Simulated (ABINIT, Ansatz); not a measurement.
# A GW run on AlTlO2 (Fd-3m) in ABINIT, with inputs changed

What do changed inputs do to GW on AlTlO2 (Fd-3m)?

Program: ABINIT 10.8.3. Level of theory: LDA and many-body steps on it, plane waves. Results are calculated unless marked as measured.

**1. The structure**

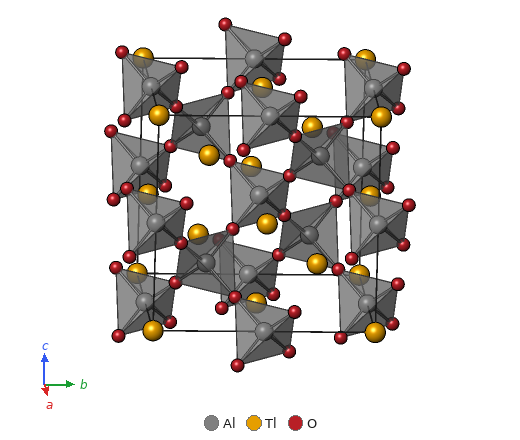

Start, viewed slightly off an axis; aluminium grey, thallium orange, oxygen red. This picture shows the conventional cell, with its axes. Some periodic images of atoms are drawn too.

The cell and positions are those that the Materials Project relaxed with its own functionals (PBE, PBE+U or r2SCAN), kept fixed. Spin-orbit coupling is left out unless a step names it.

**2. Screening, 2×2×2 mesh, 115 bands, screening to 114.3 eV**

This step: ABINIT 10.8.3; RPA screening on LDA, plane waves, norm-conserving pseudopotentials.

The RPA dielectric matrix is built and inverted for each q.

Contents of run.abi:

```
acell 3*1.0 Angstrom
rprim 
  -0.000000000000 4.042720000000 4.042720000000
  4.042720000000 -0.000000000000 4.042720000000
  4.042720000000 4.042720000000 -0.000000000000
ntypat 3
znucl 13 81 8
natom 8
typat 1 1 2 2 3 3 3 3
xred 
  0.250000000000 0.250000000000 0.250000000000
  0.000000000000 -0.000000000000 0.000000000000
  0.750000000000 0.750000000000 0.750000000000
  0.500000000000 0.500000000000 0.500000000000
  0.125000000000 0.125000000000 0.125000000000
  0.625000000000 0.125000000000 0.125000000000
  0.125000000000 0.625000000000 0.125000000000
  0.125000000000 0.125000000000 0.625000000000
pp_dirpath "pseudos"
pseudos "Al.upf, Tl.upf, O.upf"
ecut 36
ngkpt 2 2 2
nshiftk 1
shiftk 0 0 0
kptopt 1
chksymbreak 0
istwfk *1
occopt 1
irdwfk 1
optdriver 3
nband 115
ecuteps 4.2
inclvkb 2
awtr 1
symchi 1
indata_prefix "in"
outdata_prefix "out"
tmpdata_prefix "tmp"
```

Command:

```bash
$ OMP_NUM_THREADS=1 mpirun -n 4 abinit run.abi > log
```

Log:

```text
.Version 10.8.3 of ABINIT. v10.8.2 released Aug 2026.

 Symmetries : space group Fd -3 m (#227); Bravais cF (face-center cubic)
[... echo of the input left out ...]
== DATASET  1 ==================================================================
-   mpi_nproc: 4, omp_nthreads: 1 (-1 if OMP is not activated)

--- !DatasetInfo
iteration_state: {dtset: 1, }
dimensions: {natom: 8, nkpt: 3, mband: 115, nsppol: 1, nspinor: 1, nspden: 1, mpw: 9257, }
cutoff_energies: {ecut:  36.0, pawecutdg:  -1.0, }
electrons: {nelect:   5.60000000E+01, charge:   0.00000000E+00, occopt:   1.00000000E+00, tsmear:   1.00000000E-02, }

 SCREENING: Calculation of the susceptibility and dielectric matrices

 Based on a program developped by R.W. Godby, V. Olevano, G. Onida, and L. Reining.
 Incorporated in ABINIT by V. Olevano, G.-M. Rignanese, and M. Torrent.
.Using double precision arithmetic ; gwpc =  8

[... cell and pseudopotentials left out ...]
--------------------------------------------------------------------------------

 ==== K-mesh for the wavefunctions ====
 Number of points in the irreducible wedge :     3
[... list of points left out ...]
 Together with 48 symmetry operations and time-reversal symmetry
 yields     8 points in the full Brillouin Zone.

 ==== Q-mesh for the screening function ====
 Number of points in the irreducible wedge :     3
[... list of points left out ...]
 Together with 48 symmetry operations and time-reversal symmetry
 yields     8 points in the full Brillouin Zone.

 setmesh: FFT mesh size selected  =    40x   40x   40
          total number of points  =        64000

 vcoul_init : cutoff-mode = AUXILIARY_FUNCTION
 q-points for optical limit:   1
     1)      0.000010    0.000020    0.000030

- screening: taking advantage of time-reversal symmetry
- Maximum band index for partially occupied states nbvw = 28
- Remaining bands to be divided among processors   nbcw = 87
- Number of bands treated by each node ~21

 Number of electrons calculated from density =   56.0000; Expected =   56.0000
 average of density, n =  0.062797
 r_s =    1.5607
 omega_plasma =   24.1727 [eV]

 calculating chi0 at frequencies [eV] :
  1    0.000000E+00    0.000000E+00
  2    0.000000E+00    2.417274E+01

--------------------------------------------------------------------------------
  q-point number  1        q = ( 0.000000, 0.000000, 0.000000) [r.l.u.]
--------------------------------------------------------------------------------
[... chi0 elements left out ...]
 For q-point:  0.000010 0.000020 0.000030
  dielectric constant =   5.3858
  dielectric constant without local fields =   6.1772

  Average fulfillment of the sum rule on Im[epsilon] for q-point    1 :     53.49  [%]
[... wings left out ...]
  q-point number  2        q = ( 0.500000, 0.000000, 0.000000) [r.l.u.]
--------------------------------------------------------------------------------
[... chi0 elements left out ...]
  Average fulfillment of the sum rule on Im[epsilon] for q-point    2 :     63.25  [%]

 [... 1 further q-points ...]
```

Run time: 47 s. Hardware: 4 MPI ranks of Arm Neoverse N1, shared host; peak memory 1.4 GiB.

This step gave:

```
ε∞ with local fields, on this mesh, along the program's q direction : 5.386
the same without local fields                                       : 6.177
plasma frequency                                                    : 24.17 eV
plane waves in the screening matrix                                 : 339
```

Local fields lower ε∞ by 13 %. On a Γ-centred mesh this coarse the value itself is usually too large, while a short band sum pulls it down.

**3. Base**

The self-energy is evaluated for the states that the input lists, and the levels follow from it, in one-shot runs by the linearised quasiparticle equation.

This step: G0W0 on LDA, plane waves, norm-conserving pseudopotentials.

run.abi: that of step 2 with these lines changed.

```diff
@@ -29,8 +29,17 @@
 irdwfk 1
-optdriver 3
+optdriver 4
 nband 115
+gwcalctyp 0
+ecutsigx 36
+symsigma 1
+nkptgw 2
+kptgw 
+  0.5000000000 0.0000000000 0.0000000000
+  0.0000000000 0.0000000000 0.0000000000
+bdgw 
+  26 31
+  26 31
 ecuteps 4.2
-inclvkb 2
-awtr 1
-symchi 1
+irdscr 1
+ppmodel 1
 indata_prefix "in"
```

Log:

```text
.Version 10.8.3 of ABINIT. v10.8.2 released Aug 2026.

 Symmetries : space group Fd -3 m (#227); Bravais cF (face-center cubic)
[... echo of the input left out ...]
== DATASET  1 ==================================================================
-   mpi_nproc: 4, omp_nthreads: 1 (-1 if OMP is not activated)

--- !DatasetInfo
iteration_state: {dtset: 1, }
dimensions: {natom: 8, nkpt: 3, mband: 115, nsppol: 1, nspinor: 1, nspden: 1, mpw: 9257, }
cutoff_energies: {ecut:  36.0, pawecutdg:  -1.0, }
electrons: {nelect:   5.60000000E+01, charge:   0.00000000E+00, occopt:   1.00000000E+00, tsmear:   1.00000000E-02, }

 SIGMA: Calculation of the GW corrections

 Based on a program developped by R.W. Godby, V. Olevano, G. Onida, and L. Reining.
 Incorporated in ABINIT by V. Olevano, G.-M. Rignanese, and M. Torrent.
.Using double precision arithmetic ; gwpc =  8

[... cell and pseudopotentials left out ...]
--------------------------------------------------------------------------------

 ==== K-mesh for the wavefunctions ====
 Number of points in the irreducible wedge :     3
[... list of points left out ...]
 Together with 48 symmetry operations and time-reversal symmetry
 yields     8 points in the full Brillouin Zone.

 ==== Q-mesh for screening function ====
 Number of points in the irreducible wedge :     3
[... list of points left out ...]
 Together with 48 symmetry operations and time-reversal symmetry
 yields     8 points in the full Brillouin Zone.

 vcoul_init : cutoff-mode = AUXILIARY_FUNCTION
 q-points for optical limit:   1
     1)      0.000010    0.000020    0.000030
 setmesh: FFT mesh size selected  =    60x   60x   60
          total number of points  =       216000

 Number of electrons calculated from density =   56.0000; Expected =   56.0000
 average of density, n =  0.062797
 r_s =    1.5607
 omega_plasma =   24.1727 [eV]

 === KS Band Gaps ===
  >>>> For spin  1
   Minimum direct gap =   2.4897 [eV], located at k-point      :   0.5000  0.0000  0.0000
   Fundamental gap    =   2.4897 [eV], Top of valence bands at :   0.5000  0.0000  0.0000
                                       Bottom of conduction at :   0.5000  0.0000  0.0000
 SIGMA fundamental parameters:
 PLASMON POLE MODEL  1
 number of plane-waves for SigmaX                 9257
 number of plane-waves for SigmaC and W            339
 number of plane-waves for wavefunctions          9257
 number of bands                                   115
 number of independent spin polarizations            1
 number of spinorial components                      1
 number of k-points in IBZ                           3
 number of q-points in IBZ                           3
 number of symmetry operations                      48
 number of k-points in BZ                            8
 number of q-points in BZ                            8
 number of frequencies for dSigma/dE                 9
 frequency step for dSigma/dE [eV]                0.25
 number of omega for Sigma on real axis              0
 max omega for Sigma on real axis  [eV]           0.00
 zcut for avoiding poles [eV]                     0.10

 EPSILON^-1 parameters (SCR file):
 dimension of the eps^-1 matrix on file            339
 dimension of the eps^-1 matrix used               339
 number of plane-waves for wavefunctions          9257
 number of bands                                   115
 number of q-points in IBZ                           3
 number of frequencies                               2
 number of real frequencies                          1
 number of imag frequencies                          1

 matrix elements of self-energy operator (all in [eV])

 Perturbative Calculation

--- !SelfEnergy_ee
iteration_state: {dtset: 1, }
kpoint     : [   0.500,    0.000,    0.000, ]
spin       : 1
KS_gap     :    2.490
QP_gap     :    3.360
Delta_QP_KS:    0.871
data: !SigmaeeData |
     Band     E0 <VxcDFT>   SigX SigC(E0)      Z dSigC/dE  Sig(E)    E-E0       E
       26   1.674 -18.590 -23.653   4.998   0.758  -0.320 -18.640  -0.050   1.624
       27   1.674 -18.590 -23.653   4.998   0.758  -0.320 -18.640  -0.050   1.624
       28   2.346 -19.322 -24.299   5.029   0.757  -0.322 -19.282   0.040   2.386
       29   4.835 -10.240  -6.578  -2.571   0.835  -0.198  -9.329   0.911   5.746
       30   5.623 -11.810  -8.399  -2.060   0.820  -0.220 -10.702   1.108   6.731
       31   5.623 -11.810  -8.399  -2.060   0.820  -0.220 -10.702   1.108   6.731

--- !SelfEnergy_ee
iteration_state: {dtset: 1, }
kpoint     : [   0.000,    0.000,    0.000, ]
spin       : 1
KS_gap     :    2.507
QP_gap     :    3.433
Delta_QP_KS:    0.925
data: !SigmaeeData |
     Band     E0 <VxcDFT>   SigX SigC(E0)      Z dSigC/dE  Sig(E)    E-E0       E
[...]
29   4.843  -9.345  -5.679  -2.517   0.837  -0.195  -8.383   0.962   5.805
       30   4.843  -9.345  -5.679  -2.517   0.837  -0.195  -8.383   0.962   5.805
       31   4.843  -9.345  -5.679  -2.517   0.837  -0.195  -8.383   0.962   5.805

== END DATASET(S) ==============================================================
================================================================================

 -outvars: echo values of variables after computation  --------
           etotal      0.0000000000E+00
            nband         115
             nkpt           3
          spgroup         227
 [... the other variables as echoed above ...]

 Calculation completed.
```

Elapsed: 20 s, on 4 MPI ranks; peak memory 1.2 GiB.

Numbers from this step:

| Item | Value |
| --- | --- |
| G0W0 gap on the points computed | 3.360 eV |
| starting gap on the mesh | 2.490 eV |
| k of the valence top | 0.5, 0, 0 |
| k of the conduction bottom | 0.5, 0, 0 |
| Z at the valence top | 0.757 |
| Z at the conduction bottom | 0.835 |
| least direct G0W0 gap on the computed points | 3.360 eV |

The gap on the mesh goes from 2.49 eV to 3.36 eV, a correction of +0.87 eV.

**4. Scissors in G**

run.abi: that of step 3 with these lines changed.

```diff
@@ -44,2 +44,3 @@
 ppmodel 1
+mbpt_sciss 0.5 eV
 indata_prefix "in"
```

Log:

```text
.Version 10.8.3 of ABINIT. v10.8.2 released Aug 2026.

 Symmetries : space group Fd -3 m (#227); Bravais cF (face-center cubic)
[... echo of the input left out ...]
== DATASET  1 ==================================================================
-   mpi_nproc: 4, omp_nthreads: 1 (-1 if OMP is not activated)

--- !DatasetInfo
iteration_state: {dtset: 1, }
dimensions: {natom: 8, nkpt: 3, mband: 115, nsppol: 1, nspinor: 1, nspden: 1, mpw: 9257, }
cutoff_energies: {ecut:  36.0, pawecutdg:  -1.0, }
electrons: {nelect:   5.60000000E+01, charge:   0.00000000E+00, occopt:   1.00000000E+00, tsmear:   1.00000000E-02, }

 SIGMA: Calculation of the GW corrections

 Based on a program developped by R.W. Godby, V. Olevano, G. Onida, and L. Reining.
 Incorporated in ABINIT by V. Olevano, G.-M. Rignanese, and M. Torrent.
.Using double precision arithmetic ; gwpc =  8

[... cell and pseudopotentials left out ...]
--------------------------------------------------------------------------------

 ==== K-mesh for the wavefunctions ====
 Number of points in the irreducible wedge :     3
[... list of points left out ...]
 Together with 48 symmetry operations and time-reversal symmetry
 yields     8 points in the full Brillouin Zone.

 ==== Q-mesh for screening function ====
 Number of points in the irreducible wedge :     3
[... list of points left out ...]
 Together with 48 symmetry operations and time-reversal symmetry
 yields     8 points in the full Brillouin Zone.

 vcoul_init : cutoff-mode = AUXILIARY_FUNCTION
 q-points for optical limit:   1
     1)      0.000010    0.000020    0.000030
 setmesh: FFT mesh size selected  =    60x   60x   60
          total number of points  =       216000

 Number of electrons calculated from density =   56.0000; Expected =   56.0000
[...]
max omega for Sigma on real axis  [eV]           0.00
 zcut for avoiding poles [eV]                     0.10
 scissor energy [eV]                              0.50

 EPSILON^-1 parameters (SCR file):
 dimension of the eps^-1 matrix on file            339
 dimension of the eps^-1 matrix used               339
 number of plane-waves for wavefunctions          9257
 number of bands                                   115
 number of q-points in IBZ                           3
 number of frequencies                               2
 number of real frequencies                          1
 number of imag frequencies                          1

 matrix elements of self-energy operator (all in [eV])

 Perturbative Calculation

--- !SelfEnergy_ee
iteration_state: {dtset: 1, }
kpoint     : [   0.500,    0.000,    0.000, ]
spin       : 1
KS_gap     :    2.490
QP_gap     :    3.414
Delta_QP_KS:    0.924
data: !SigmaeeData |
     Band     E0 <VxcDFT>   SigX SigC(E0)      Z dSigC/dE  Sig(E)    E-E0       E
       26   1.674 -18.590 -23.653   5.015   0.758  -0.319 -18.627  -0.036   1.637
       27   1.674 -18.590 -23.653   5.015   0.758  -0.319 -18.627  -0.036   1.637
       28   2.346 -19.322 -24.299   5.048   0.757  -0.321 -19.268   0.054   2.400
[...]
--- !SelfEnergy_ee
iteration_state: {dtset: 1, }
kpoint     : [   0.000,    0.000,    0.000, ]
spin       : 1
KS_gap     :    2.507
QP_gap     :    3.486
Delta_QP_KS:    0.979
data: !SigmaeeData |
     Band     E0 <VxcDFT>   SigX SigC(E0)      Z dSigC/dE  Sig(E)    E-E0       E
[...]
30   4.843  -9.345  -5.679  -2.535   0.838  -0.194  -8.316   1.029   5.872
       31   4.843  -9.345  -5.679  -2.535   0.838  -0.194  -8.316   1.029   5.872

== END DATASET(S) ==============================================================
================================================================================

 -outvars: echo values of variables after computation  --------
           etotal      0.0000000000E+00
            nband         115
             nkpt           3
          spgroup         227
 [... the other variables as echoed above ...]

 Calculation completed.
```

Wall time 20 s (4 MPI ranks); peak memory 1.2 GiB.

Numbers from this step:

```yaml
g0w0_gap_on_the_points_computed: 3.414 eV
starting_gap_on_the_mesh: 2.490 eV
k_of_the_valence_top: 0.5, 0, 0
k_of_the_conduction_bottom: 0.5, 0, 0
z_at_the_valence_top: 0.757
z_at_the_conduction_bottom: 0.836
least_direct_g0w0_gap_on_the_computed_points: 3.414 eV
```

**5. Side by side**

Times are wall times on 4 MPI ranks of Arm Neoverse N1, shared host, good to a factor of about two. A run's time includes the screening step that it read.

| run | mesh | bands | screening cutoff (eV) | DFT gap (eV) | gap on the mesh (eV) | direct (eV) | ε∞ used | time |
| --- | --- | --- | --- | --- | --- | --- | --- | --- |
| base | 2×2×2 | 115 | 114.3 | 2.490 | 3.360 | 3.360 | 5.39 | 68 s |
| scissors in G | 2×2×2 | 115 | 114.3 | 2.490 | 3.414 | 3.414 | 5.39 | 68 s |

**6. Outcome**

```json
{"base": "3.360 eV", "scissors in G": "3.414 eV", "known limits": "not at the basis limit; exchange with frozen shells missing; no spin-orbit coupling; coarse k mesh"}
```

Scissors in G: +0.054 eV against base (keys changed: mbpt_sciss). Bands and cutoff are finite, so the gap is not at the basis limit. The miss can reach some tenths of an eV and take either sign; the mesh is an error of its own. In the G0W0 runs levels were corrected at 2 k points alone, so a gap called «on the mesh» is the least over those, and an edge elsewhere would be missed. A denser mesh or path gives a starting gap of 2.15 eV: the GW mesh misses a band edge, so its gaps are not the fundamental one. The 2×2×2 mesh is coarse for this cell, which bears on the long-range parts of exchange and screening. Where an edge is built on 6p states of lead, bismuth or thallium, scalar-relativistic gaps usually stand too wide, by a few tenths to over one eV. The norm-conserving file of at least one element keeps a d shell over frozen s and p shells of the same row. Exchange with those shells is missing from the self-energy, an error of 0.3 to 0.9 eV in cases checked, whose sign depends on which edge lies on those atoms. The many-body steps are scalar-relativistic: spin-orbit coupling is not in them.

[Paths, hosts, dates, memory and timing lines, banners, echoed tables and standing remarks are left out of the program output.]

[Logs are printed without paths, hosts, clocks, repeated set-up lines and the standing remarks that a program may print on its own settings, such as how far it seeks lower states.]

[Runs of the session that timed out or met a known fault of the program may be left out.]

[Hosts, paths, dates, database ids (printed as entryN), source tags and the programs' standing remarks are cut or masked in the printed files.]

[G0W0 gaps are taken among the corrected bands and points alone; a level outside them can change the order at an edge.]

[Where Ansatz stands beside ABINIT at settings called matched, ABINIT's density can come from a denser mesh and the files from another edition; pairs whose starting gaps differed by over 0.03 eV were left out, so agreement reads better than it is.]
